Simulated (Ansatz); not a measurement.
# FHSSn: rotation by 180° about the Sn2–S3 bond

How high is the barrier for the rotation by 180° about the Sn2–S3 bond? Relax the two ends, then run a nudged elastic band between them. SMILES of the start: [F][Sn][SH].

Method: RKS B3LYP/def2-SVP, in Ansatz 0.2.0.

## 1. Starting point

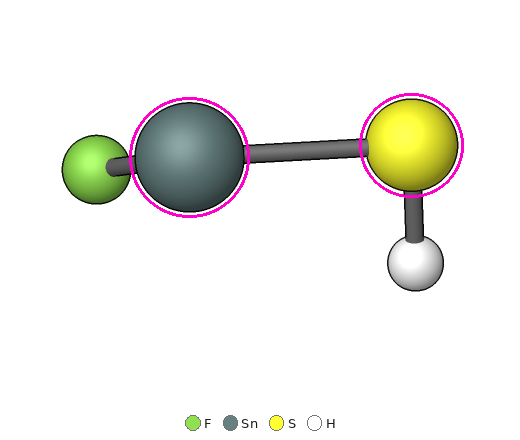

The starting structure, seen from a free direction (fluorine green, tin teal, sulfur yellow, hydrogen white). Ringed: Sn2, S3.

Coordinates:

```xyz
4

F    -2.0409   -0.1470    0.2889
Sn   -0.4792    0.8139    0.8469
S     1.2857    0.3228   -0.7059
H     1.2899   -1.0500   -0.4502
```

## 2. Relaxing end A

The input, input.yaml:

```yaml
crystal:
  periodic: [false, false, false]
  atoms:
    - { symbol: F, position_ang: [-2.0409, -0.147, 0.2889] }
    - { symbol: Sn, position_ang: [-0.4792, 0.8139, 0.8469] }
    - { symbol: S, position_ang: [1.2857, 0.3228, -0.7059] }
    - { symbol: H, position_ang: [1.2899, -1.05, -0.4502] }
basis:
  gaussian: { orbitals: def2-SVP }
hamiltonian:
  xc: b3lyp
relax:
  f_tol: 0.015
  max_steps: 40
output:
  orbitals: {}
```

Launch:

```
$ ansatz run input.yaml --threads 1 --pin off --max-ram 2048MiB --backend cpu --events-out ev --progress --plain --runs-dir out
```

Output, cut to the lines that bear on the results:

```text
Warning: RAYON_NUM_THREADS=1 ignored (pool sized by the plan → 1); use --threads N
[...]
Functional definition: B3LYP
[...]
742 factors; integrals over basis functions are off by at most 2.4e-4 eV
[...]
mean field -19398.34500854 eV, -712.8760303935 hartree, gradient 4.2e-5 eV, S^2 0.000000; 0 other end points of the search recorded, 0 dependent functions left out
[...]
reference -19398.34520525 eV, -712.8760376224 hartree; 24, 24 occupied and 39, 39 virtual orbitals, 742 factors
relax step   1: F+E_penalty+E_count = -19398.34500854 eV  Δ(F+E_penalty+E_count) = +0.000e0 eV  max|allowed force component| = 1.517e0 eV/Å  Δτ_max = 0.0000 Å  (26 SCF iters, accepted)
[...]
relax step   3: F+E_penalty+E_count = -19398.61686573 eV  Δ(F+E_penalty+E_count) = -8.156e-2 eV  max|allowed force component| = 8.129e-1 eV/Å  Δτ_max = 0.1937 Å  (30 SCF iters, accepted)
[...]
relax step   5: F+E_penalty+E_count = -19398.71798196 eV  Δ(F+E_penalty+E_count) = +2.434e-3 eV  max|allowed force component| = 1.365e0 eV/Å  Δτ_max = 0.1950 Å  (34 SCF iters, rejected (line search))
[...]
relax step   7: F+E_penalty+E_count = -19398.79128741 eV  Δ(F+E_penalty+E_count) = -1.699e-2 eV  max|allowed force component| = 6.260e-2 eV/Å  Δτ_max = 0.0995 Å  (30 SCF iters, accepted)
[...]
relax step   9: F+E_penalty+E_count = -19398.79224950 eV  Δ(F+E_penalty+E_count) = -4.356e-5 eV  max|allowed force component| = 3.314e-2 eV/Å  Δτ_max = 0.0139 Å  (30 SCF iters, accepted)
[...]
relax step  10: F+E_penalty+E_count = -19398.79233265 eV  Δ(F+E_penalty+E_count) = -8.315e-5 eV  max|allowed force component| = 6.621e-3 eV/Å  Δτ_max = 0.0025 Å  (23 SCF iters, accepted)
742 factors; integrals over basis functions are off by at most 2.0e-4 eV
mean field -19398.79233265 eV, -712.8924692510 hartree, gradient 2.0e-5 eV, S^2 0.000000; 1 other end points of the search recorded, 0 dependent functions left out
[...]
reference -19398.79252423 eV, -712.8924762915 hartree; 24, 24 occupied and 39, 39 virtual orbitals, 742 factors
Total energy: -19398.79252423 eV, -712.8924762915 hartree
Atom 0 at    -1.645147    -0.461832     0.330883 Å, force     0.002138    -0.000660    -0.000755 eV/Å
Atom 1 at    -0.536989     1.120454     0.736784 Å, force     0.002136     0.002231     0.000080 eV/Å
Atom 2 at     1.467226     0.200192    -0.386344 Å, force    -0.006621    -0.001086     0.002115 eV/Å
Atom 3 at     0.770410    -0.919114    -0.701623 Å, force     0.002347    -0.000484    -0.001440 eV/Å
Dipole moment:    -0.026224     0.409049     0.209806 e Å
```

Run time: 24 s. Hardware: 1 thread of an Arm CPU, shared host; peak memory 0.13 GiB.

The steps of the relaxation:

```tsv
step	energy from step 1 (eV)	largest force component (eV/Å)
1	0.0000	1.5165
2	-0.1903	0.6976
3	-0.2719	0.8129
4	-0.3754	0.2682
5x	-0.3730	1.3653
6	-0.4293	0.1583
7	-0.4463	0.0626
8	-0.4472	0.0293
9	-0.4472	0.0331
10	-0.4473	0.0066
```

Step 1 is the start. 1 step was tried and not accepted (marked x).

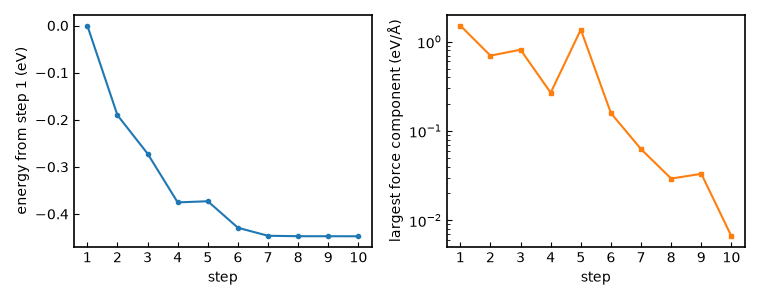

How energy and force went from step to step.

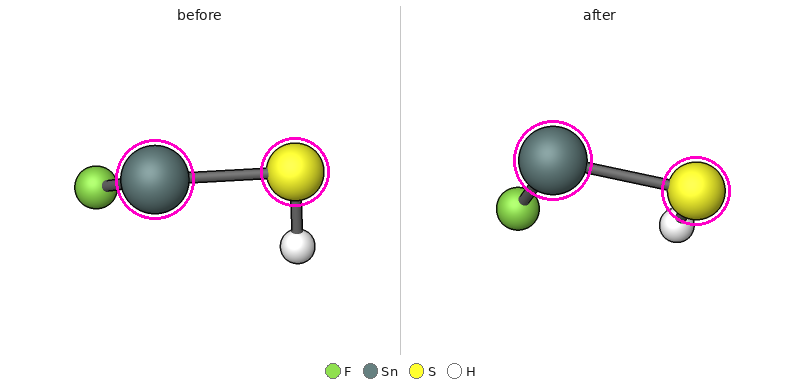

Before and after, at one scale.

After: Bond lengths: F1–Sn2 1.974 Å, Sn2–S3 2.475 Å, S3–H4 1.356 Å. Angles: F1–Sn2–S3 93.6°, Sn2–S3–H4 89.8°.

## 3. End point B

The second end starts from a geometry with the move made by hand.

input.yaml, as its differences from that of step 2:

```diff
@@ -6,3 +6,3 @@
     - { symbol: S, position_ang: [1.2857, 0.3228, -0.7059] }
-    - { symbol: H, position_ang: [1.2899, -1.05, -0.4502] }
+    - { symbol: H, position_ang: [1.45565, 1.64714, -1.11482] }
 basis:
@@ -14,3 +14 @@
   max_steps: 40
-output:
-  orbitals: {}
```

Launch:

```
$ ansatz run input.yaml --threads 1 --pin off --max-ram 2048MiB --backend cpu --events-out ev --progress --plain --runs-dir out
```

Output, cut to the lines that bear on the results:

```text
Warning: RAYON_NUM_THREADS=1 ignored (pool sized by the plan → 1); use --threads N
[...]
[... 1 set-up line as earlier in the session ...]
[...]
742 factors; integrals over basis functions are off by at most 2.4e-4 eV
[...]
mean field -19398.31493327 eV, -712.8749251477 hartree, gradient 4.8e-5 eV, S^2 0.000000; 0 other end points of the search recorded, 0 dependent functions left out
[...]
reference -19398.31513150 eV, -712.8749324324 hartree; 24, 24 occupied and 39, 39 virtual orbitals, 742 factors
relax step   1: F+E_penalty+E_count = -19398.31493327 eV  Δ(F+E_penalty+E_count) = +0.000e0 eV  max|allowed force component| = 1.566e0 eV/Å  Δτ_max = 0.0000 Å  (26 SCF iters, accepted)
[...]
relax step   6: F+E_penalty+E_count = -19398.73728863 eV  Δ(F+E_penalty+E_count) = -4.169e-2 eV  max|allowed force component| = 3.972e-2 eV/Å  Δτ_max = 0.0599 Å  (28 SCF iters, accepted)
[...]
relax step   7: F+E_penalty+E_count = -19398.73776228 eV  Δ(F+E_penalty+E_count) = -4.736e-4 eV  max|allowed force component| = 9.910e-3 eV/Å  Δτ_max = 0.0177 Å  (31 SCF iters, accepted)
742 factors; integrals over basis functions are off by at most 2.6e-4 eV
[...]
mean field -19398.73776228 eV, -712.8904638270 hartree, gradient 2.5e-5 eV, S^2 0.000000; 1 other end points of the search recorded, 0 dependent functions left out
[...]
reference -19398.73795734 eV, -712.8904709955 hartree; 24, 24 occupied and 39, 39 virtual orbitals, 742 factors
Total energy: -19398.73795734 eV, -712.8904709955 hartree
Atom 0 at    -1.870136    -0.397306     0.434812 Å, force     0.007873     0.005444    -0.001489 eV/Å
Atom 1 at    -0.642268     1.114276     0.710278 Å, force    -0.001870    -0.007625    -0.004730 eV/Å
Atom 2 at     0.969987     0.424678    -1.040784 Å, force    -0.009910     0.002700     0.009405 eV/Å
Atom 3 at     1.763667     1.495192    -0.789227 Å, force     0.003907    -0.000519    -0.003186 eV/Å
Dipole moment:     0.231642     0.634140     0.327628 e Å
```

Wall time 18 s (1 thread of an Arm CPU, shared host); peak memory 0.23 GiB.

The steps of the relaxation:

```tsv
step	energy from step 1 (eV)	largest force component (eV/Å)
1	0.0000	1.5659
2	-0.1774	1.2106
3	-0.2646	0.6852
4	-0.3312	0.6068
5	-0.3807	0.9228
6	-0.4224	0.0397
7	-0.4228	0.0099
```

Step 1 is the start.

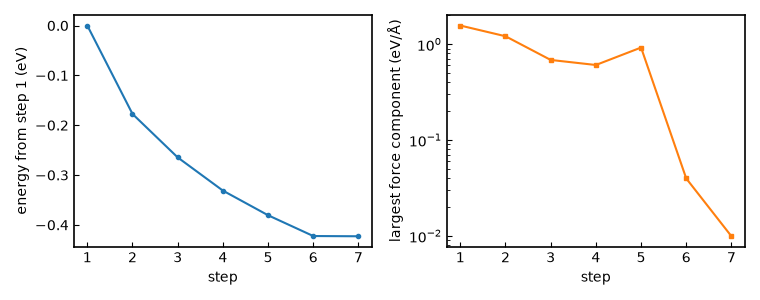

Energy and largest force along the relaxation.

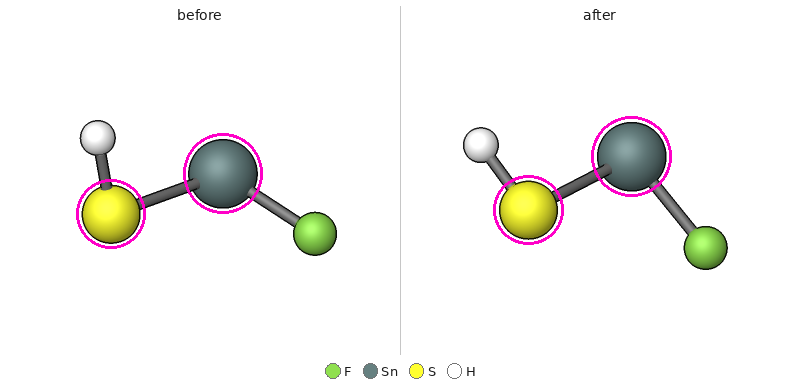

The structure before (left) and after (right), drawn at the same scale.

After: Bond lengths: F1–Sn2 1.967 Å, Sn2–S3 2.478 Å, S3–H4 1.356 Å. Angles: F1–Sn2–S3 95.4°, Sn2–S3–H4 91.7°.

## 4. Nudged elastic band

crystal.atoms is end A as relaxed above, and neb.final_atoms is end B, turned to lie on A. With 9 inner images the band has 11 in all. The start path is listed, through a guess of the saddle.

The input, input.yaml:

```yaml
crystal:
  periodic: [false, false, false]
  atoms:
    - { symbol: F, position_ang: [-1.645147, -0.461832, 0.330883] }
    - { symbol: Sn, position_ang: [-0.536989, 1.120454, 0.736784] }
    - { symbol: S, position_ang: [1.467226, 0.200192, -0.386344] }
    - { symbol: H, position_ang: [0.77041, -0.919114, -0.701623] }
basis:
  gaussian: { orbitals: def2-SVP }
hamiltonian:
  xc: b3lyp
neb:
  order_check: false
  images: 9
  f_tol: 0.03
  max_iterations: 44
  final_atoms:
    - { symbol: F, position_ang: [-2.16638055, -0.21943267, 0.62388357] }
    - { symbol: Sn, position_ang: [-0.53136699, 0.87375425, 0.61416175] }
    - { symbol: S, position_ang: [0.83454804, -0.76426647, -0.64769956] }
    - { symbol: H, position_ang: [1.9186995, 0.04964489, -0.61064575] }
  initial_path:
    images:
      - { positions_ang: [[-1.645147, -0.461832, 0.330883], [-0.536989, 1.120454, 0.736784], [1.467226, 0.200192, -0.386344], [0.77041, -0.919114, -0.701623]] }
      - { positions_ang: [[-1.68557922, -0.44744461, 0.38307102], [-0.54501343, 1.1053154, 0.69893441], [1.47868568, 0.1900501, -0.34773594], [0.80740697, -0.90822088, -0.75456949]] }
      - { positions_ang: [[-1.72601144, -0.43305723, 0.43525903], [-0.55303785, 1.0901768, 0.66108483], [1.49014536, 0.1799082, -0.30912788], [0.84440393, -0.89732777, -0.80751597]] }
      - { positions_ang: [[-1.76644366, -0.41866984, 0.48744705], [-0.56106228, 1.0750382, 0.62323524], [1.50160504, 0.16976629, -0.27051983], [0.8814009, -0.88643465, -0.86046246]] }
      - { positions_ang: [[-1.80687588, -0.40428245, 0.53963507], [-0.5690867, 1.05989959, 0.58538565], [1.51306472, 0.15962439, -0.23191177], [0.91839786, -0.87554153, -0.91340895]] }
      - { positions_ang: [[-1.8473081, -0.38989507, 0.59182308], [-0.57711113, 1.04476099, 0.54753606], [1.5245244, 0.14948249, -0.19330371], [0.95539483, -0.86464841, -0.96635543]] }
      - { positions_ang: [[-1.91112259, -0.35580259, 0.59823518], [-0.5679623, 1.01055964, 0.5608612], [1.38652913, -0.0332673, -0.28418288], [1.14805576, -0.68178975, -0.8952135]] }
      - { positions_ang: [[-1.97493708, -0.32171011, 0.60464728], [-0.55881347, 0.9763583, 0.57418634], [1.24853386, -0.21601709, -0.37506205], [1.3407167, -0.49893109, -0.82407156]] }
      - { positions_ang: [[-2.03875157, -0.28761763, 0.61105937], [-0.54966465, 0.94215695, 0.58751147], [1.11053858, -0.39876689, -0.46594122], [1.53337763, -0.31607243, -0.75292962]] }
      - { positions_ang: [[-2.10256606, -0.25352515, 0.61747147], [-0.54051582, 0.9079556, 0.60083661], [0.97254331, -0.58151668, -0.55682039], [1.72603857, -0.13321377, -0.68178769]] }
      - { positions_ang: [[-2.16638055, -0.21943267, 0.62388357], [-0.53136699, 0.87375425, 0.61416175], [0.83454804, -0.76426647, -0.64769956], [1.9186995, 0.04964489, -0.61064575]] }
```

Launch:

```
$ ansatz run input.yaml --threads 1 --pin off --max-ram 2048MiB --backend cpu --events-out ev --progress --plain --runs-dir out
```

Output, cut to the lines that bear on the results:

```text
Warning: RAYON_NUM_THREADS=1 ignored (pool sized by the plan → 1); use --threads N
[...]
[... 1 set-up line as earlier in the session ...]
[...]
743 factors; integrals over basis functions are off by at most 2.0e-4 eV
[...]
mean field -19398.79232178 eV, -712.8924688516 hartree, gradient 1.6e-5 eV, S^2 0.000000; 0 other end points of the search recorded, 0 dependent functions left out
[...]
reference -19398.79251274 eV, -712.8924758692 hartree; 24, 24 occupied and 39, 39 virtual orbitals, 743 factors
743 factors; integrals over basis functions are off by at most 2.2e-4 eV
[...]
mean field -19398.73778852 eV, -712.8904647915 hartree, gradient 6.8e-5 eV, S^2 0.000000; 0 other end points of the search recorded, 0 dependent functions left out
[...]
reference -19398.73798162 eV, -712.8904718878 hartree; 24, 24 occupied and 39, 39 virtual orbitals, 743 factors
[...]
NEB iter  10: max|band force component| = 5.321e-1 eV/Å  barrier→ = 0.3674 eV  barrier← = 0.3129 eV  Δτ_max = 0.1926 Å  (269 SCF iters)
[...]
NEB iter  13: max|band force component| = 5.739e-2 eV/Å  barrier→ = 0.3685 eV  barrier← = 0.3140 eV  CI = image 5  Δτ_max = 0.0015 Å  (234 SCF iters)
[...]
NEB iter  14: max|band force component| = 2.123e-2 eV/Å  barrier→ = 0.3685 eV  barrier← = 0.3140 eV  CI = image 5  Δτ_max = 0.0000 Å  (427 SCF iters)
Total energy: -19398.42400726 eV, -712.8789335428 hartree
Atom 0 at    -1.904262    -0.301263     0.856875 Å, force    -0.002070    -0.002326     0.001061 eV/Å
Atom 1 at    -0.650046     1.090807     0.250458 Å, force     0.003403     0.001411    -0.001325 eV/Å
Atom 2 at     1.445951    -0.286972     0.085511 Å, force    -0.000624     0.001200     0.002630 eV/Å
Atom 3 at     1.163858    -0.562872    -1.213145 Å, force    -0.000709    -0.000285    -0.002366 eV/Å
Dipole moment:    -0.042509     0.587419    -0.290616 e Å
this run last wrote the band of iteration 14 to <dir>
```

It took 4.6 min on 1 thread of an Arm CPU, shared host; peak memory 0.23 GiB.

## 5. The band, image by image

The 9 inner images lie between the fixed ends 0 and 10. Energy is taken from image 0, and the path length is the program's own coordinate along the band.

```tsv
image	path (Å)	energy (eV)	dihedral F1–Sn2–S3–H4 (°)	band force (eV/Å)
0	0.000	0.0000	0	-
1	0.266	0.0304	13	0.003
2	0.532	0.1153	32	0.002
3	0.797	0.2290	52	0.004
4	1.063	0.3286	71	0.005
5*	1.329	0.3685	91	0.003
6	1.577	0.3351	109	0.007
7	1.824	0.2535	127	0.021
8	2.072	0.1582	144	0.007
9	2.320	0.0831	162	0.004
10	2.568	0.0545	180	-
```

The star marks the climbing image.

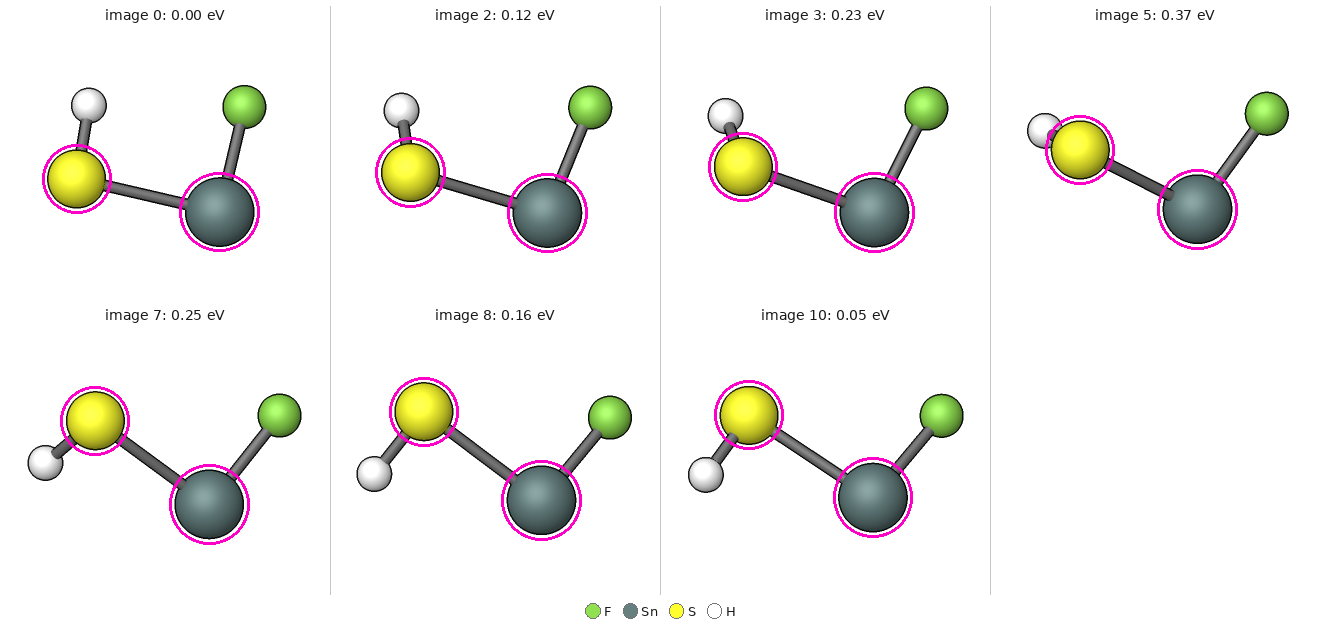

Snapshots along the band, viewed from a chosen angle. Ringed: Sn2, S3. Sticks join atoms closer than a bonding distance in each image.

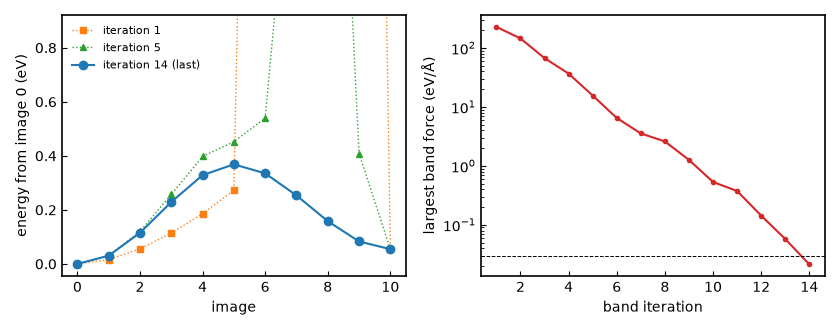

Left: energy of each image for early iterations and the last one (lines only join the points; early values far above the last band run off the scale). Right: the largest band force by iteration, with the threshold dashed.

How the highest energy settled:

```tsv
iteration	highest image above image 0 (eV)	largest band force (eV/Å)
1	59.9183	227.606
3	16.0360	67.099
5	2.7952	15.554
7	0.6979	3.542
9	0.3772	1.259
11	0.3696	0.374
13	0.3685	0.057
14	0.3685	0.021
```

Positions of all images (Å):

```xyz
4
image=0 dE=0.0000
F    -1.645   -0.462    0.331
Sn   -0.537    1.120    0.737
S     1.467    0.200   -0.386
H     0.770   -0.919   -0.702
4
image=1 dE=0.0304
F    -1.739   -0.440    0.447
Sn   -0.577    1.136    0.670
S     1.494    0.159   -0.295
H     0.877   -0.916   -0.842
4
image=2 dE=0.1153
F    -1.799   -0.424    0.561
Sn   -0.611    1.149    0.565
S     1.517    0.082   -0.182
H     0.950   -0.866   -0.964
4
image=3 dE=0.2290
F    -1.841   -0.400    0.672
Sn   -0.638    1.145    0.447
S     1.521   -0.017   -0.074
H     1.013   -0.788   -1.066
4
image=4 dE=0.3286
F    -1.873   -0.363    0.773
Sn   -0.651    1.122    0.342
S     1.499   -0.139    0.017
H     1.080   -0.680   -1.153
4
image=5 dE=0.3685
F    -1.904   -0.301    0.857
Sn   -0.650    1.091    0.250
S     1.446   -0.287    0.086
H     1.164   -0.563   -1.213
4
image=6 dE=0.3351
F    -2.003   -0.240    0.760
Sn   -0.588    1.058    0.329
S     1.325   -0.547    0.115
H     1.321   -0.331   -1.224
4
image=7 dE=0.2535
F    -2.068   -0.241    0.702
Sn   -0.559    0.993    0.444
S     1.186   -0.734   -0.010
H     1.496   -0.078   -1.156
4
image=8 dE=0.1582
F    -2.137   -0.194    0.609
Sn   -0.515    0.916    0.584
S     1.015   -0.858   -0.250
H     1.692    0.075   -0.964
4
image=9 dE=0.0831
F    -2.169   -0.175    0.588
Sn   -0.512    0.884    0.617
S     0.899   -0.848   -0.457
H     1.838    0.079   -0.768
4
image=10 dE=0.0545
F    -2.166   -0.219    0.624
Sn   -0.531    0.874    0.614
S     0.835   -0.764   -0.648
H     1.919    0.050   -0.611
```

## 6. Frequencies at the highest image

The geometry is the highest inner image of the first converged band.

The input, input.yaml:

```yaml
crystal:
  periodic: [false, false, false]
  atoms:
    - { symbol: F, position_ang: [-1.904262, -0.301263, 0.856875] }
    - { symbol: Sn, position_ang: [-0.650046, 1.090807, 0.250458] }
    - { symbol: S, position_ang: [1.445951, -0.286972, 0.085511] }
    - { symbol: H, position_ang: [1.163858, -0.562872, -1.213145] }
basis:
  gaussian: { orbitals: def2-SVP }
hamiltonian:
  xc: b3lyp
phonons: {}
```

Launch:

```
$ ansatz run input.yaml --threads 1 --pin off --max-ram 2048MiB --backend cpu --events-out ev --progress --plain --runs-dir out
```

Output, cut to the lines that bear on the results:

```text
Warning: RAYON_NUM_THREADS=1 ignored (pool sized by the plan → 1); use --threads N
[...]
[... 1 set-up line as earlier in the session ...]
[...]
742 factors; integrals over basis functions are off by at most 3.0e-4 eV
[...]
mean field -19398.42382679 eV, -712.8789269108 hartree, gradient 7.8e-6 eV, S^2 0.000000; 0 other end points of the search recorded, 0 dependent functions left out
[...]
reference -19398.42402439 eV, -712.8789341721 hartree; 24, 24 occupied and 39, 39 virtual orbitals, 742 factors
[...]
742 factors; integrals over basis functions are off by at most 3.0e-4 eV
mean field -19398.42379389 eV, -712.8789257014 hartree, gradient 1.5e-6 eV, S^2 0.000000; 0 other end points of the search recorded, 0 dependent functions left out
[...]
reference -19398.42399147 eV, -712.8789329625 hartree; 24, 24 occupied and 39, 39 virtual orbitals, 742 factors
[...]
742 factors; integrals over basis functions are off by at most 3.0e-4 eV
[...]
742 factors; integrals over basis functions are off by at most 3.0e-4 eV
[...]
mean field -19398.42376140 eV, -712.8789245076 hartree, gradient 1.5e-6 eV, S^2 0.000000; 0 other end points of the search recorded, 0 dependent functions left out
[...]
reference -19398.42395898 eV, -712.8789317684 hartree; 24, 24 occupied and 39, 39 virtual orbitals, 742 factors
WARN: phonons: modes at or below zero, which the zero-point energy, F, S and C_V leave out: 1, the lowest at -339.45 cm⁻¹. A minimum has none, and a first-order saddle one
Total energy: -19398.42402439 eV, -712.8789341721 hartree
Atom 0 at    -1.904262    -0.301263     0.856875 Å, force    -0.001871    -0.002497     0.001042 eV/Å
Atom 1 at    -0.650046     1.090807     0.250458 Å, force     0.003276     0.001770    -0.001364 eV/Å
Atom 2 at     1.445951    -0.286972     0.085511 Å, force    -0.000679     0.001031     0.002701 eV/Å
Atom 3 at     1.163858    -0.562872    -1.213145 Å, force    -0.000726    -0.000305    -0.002379 eV/Å
Dipole moment:    -0.042512     0.587421    -0.290616 e Å
Vibrations: -339.45 151.79 311.03 524.00 595.16 2638.64 cm⁻¹, zero-point energy 0.261645 eV
```

Wall time 36 s (1 thread of an Arm CPU, shared host); peak memory 0.23 GiB.

Of 6 modes, 1 is imaginary by more than 30 cm⁻¹ (339i cm⁻¹).

(Part 1 of 2 ends here.)
